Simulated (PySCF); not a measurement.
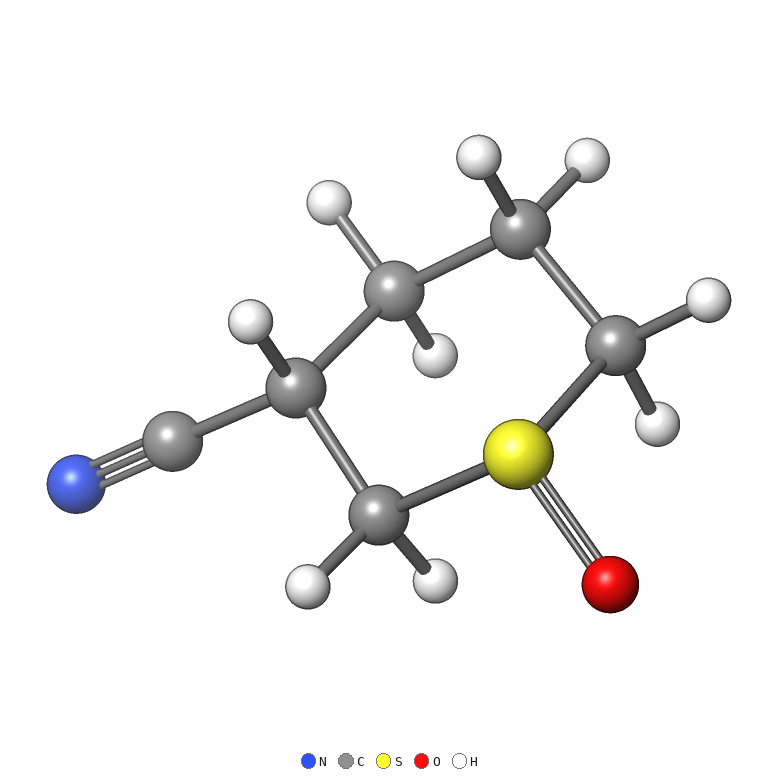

Multiple sticks mark multiple bonds (one Kekulé form).

Computed geometry: PBE0-D3(BJ)/def2-SVP optimisation. No frequency run is at hand to confirm it as a minimum.

Describe the molecule.

Formula C6H9NOS. SMILES: `N#C[C@@H]1CCC[S@](=O)C1`. Independent rings (smallest set): 1 of 6 members. Among its groups: nitrile, sulfoxide. This geometry has C1 symmetry. Coordination: 1 C linear; 5 C tetrahedral; 1 S trigonal pyramidal.

The parts below concern this one geometry. Atoms keep their numbers from picture to picture.

**Geometry**

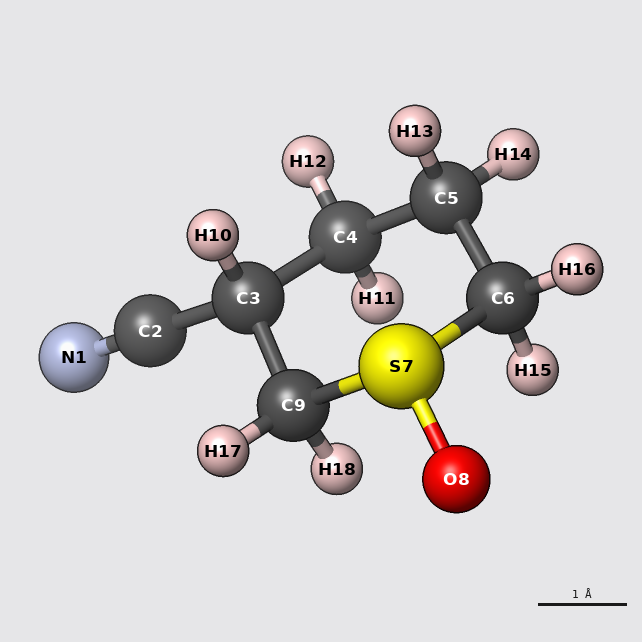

The atoms are numbered. No frequency run is at hand to confirm it as a minimum.

Give the bond lengths. Leave out bonds to hydrogen.

```
 bond  length (Å)   order
N1–C2       1.157  triple
C2–C3       1.461  single
C3–C4       1.536  single
C3–C9       1.531  single
C4–C5       1.524  single
C5–C6       1.520  single
C6–S7       1.826  single
S7–O8       1.499  double
S7–C9       1.830  single
```

**NMR shielding**

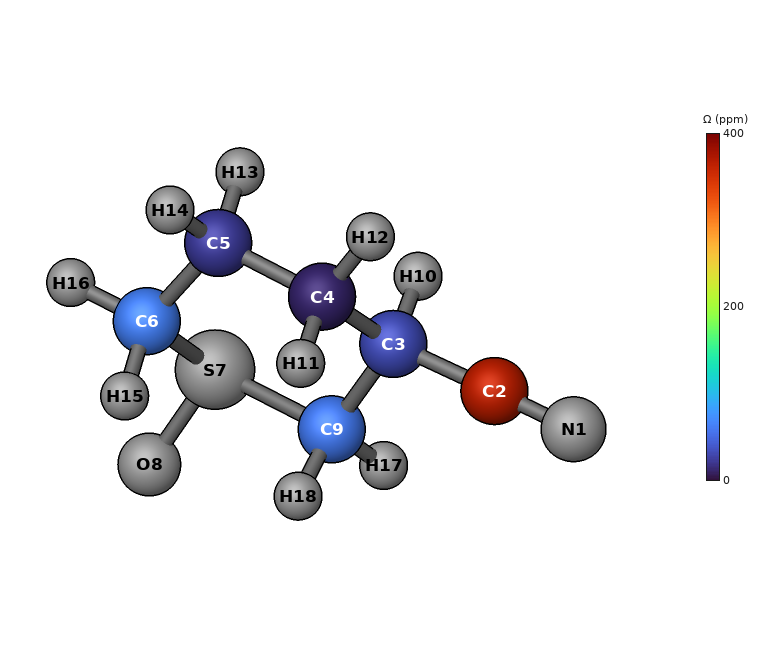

The C atoms are coloured by the span of their shielding tensor. No frequency run is at hand to confirm it as a minimum. Level of theory: GIAO PBE0/pcSseg-1 NMR shielding, non-relativistic, IEF-PCM water (PySCF 2.14.0). Principal shieldings σ11 ≤ σ22 ≤ σ33, span Ω = σ33 − σ11, skew κ = 3(σiso − σ22)/Ω.

**Which C atom has the most anisotropic shielding?**

C2, with a span of 364 ppm.

Give the shielding tensors of the C atoms.

| atom | σ11 | σ22 | σ33 | σiso | Ω | κ |
| --- | --- | --- | --- | --- | --- | --- |
| C2 | −69.4 | −63.0 | 294.7 | 54.1 | 364.1 | 0.96 |
| C3 | 142.3 | 158.2 | 176.3 | 158.9 | 34.0 | 0.07 |
| C4 | 148.5 | 155.1 | 160.1 | 154.6 | 11.7 | −0.14 |
| C5 | 151.1 | 158.7 | 174.7 | 161.5 | 23.5 | 0.36 |
| C6 | 94.3 | 128.0 | 158.9 | 127.1 | 64.6 | −0.04 |
| C9 | 97.5 | 126.8 | 159.8 | 128.0 | 62.3 | 0.06 |

Shieldings and span in ppm.

**Polarisability**

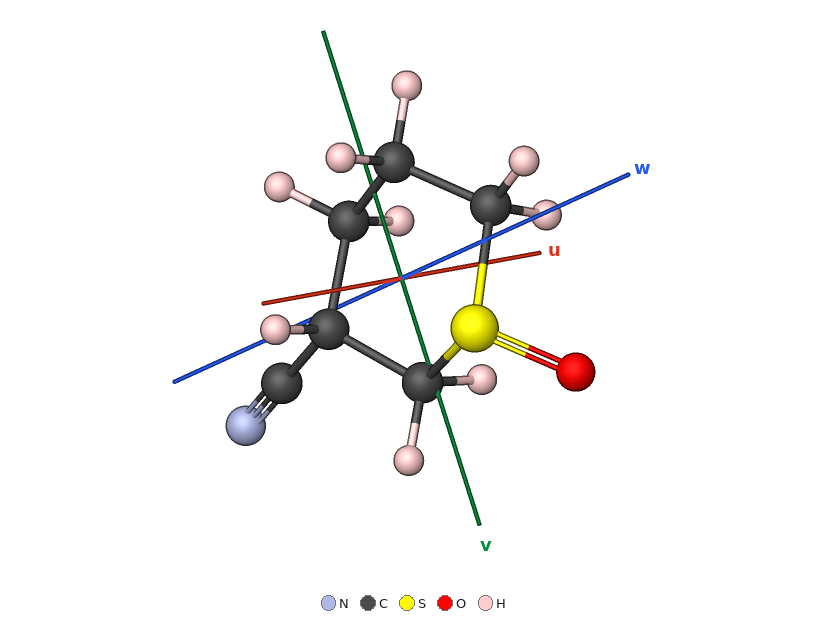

The lines u, v and w are the principal axes of the static dipole polarisability. No frequency run is at hand to confirm it as a minimum. Method: B3LYP/def2-SVPD in tetrahydrofuran (IEF-PCM) (PySCF 2.14.0).

**Along which axis is the molecule most polarisable, and along which least?**

Most along w, least along u.

**Give the three principal values.**

u 102.7, v 125.6, w 150.9 bohr³; mean 126.4, anisotropy 41.8 bohr³.

**Excitation**

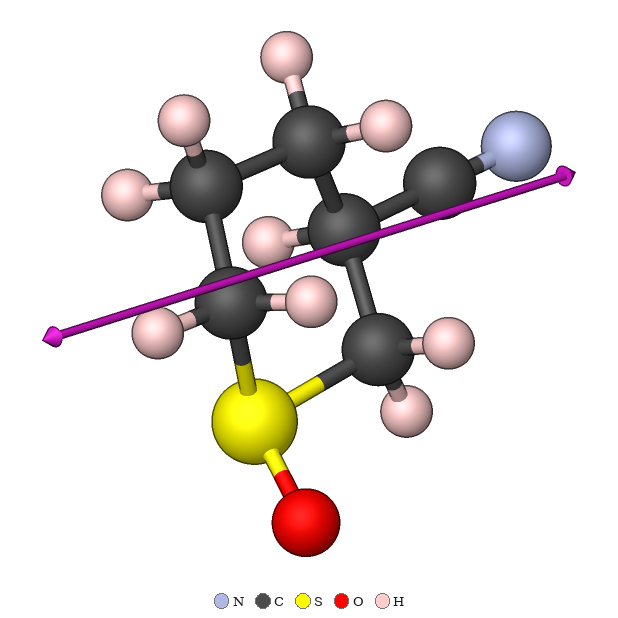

The double arrow shows the direction of the transition dipole to excited singlet state 2 (its length means nothing). No frequency run is at hand to confirm it as a minimum. Properties computed with TDDFT B3LYP/def2-SVPD, vertical, IEF-PCM water (non-equilibrium linear response), core orbitals frozen in the response (PySCF 2.14.0).

**Give its energy, strength and character.**

5.95 eV (208 nm), oscillator strength 0.064, mainly HOMO → LUMO+1 (weight 0.64); transition dipole 1.68 D.
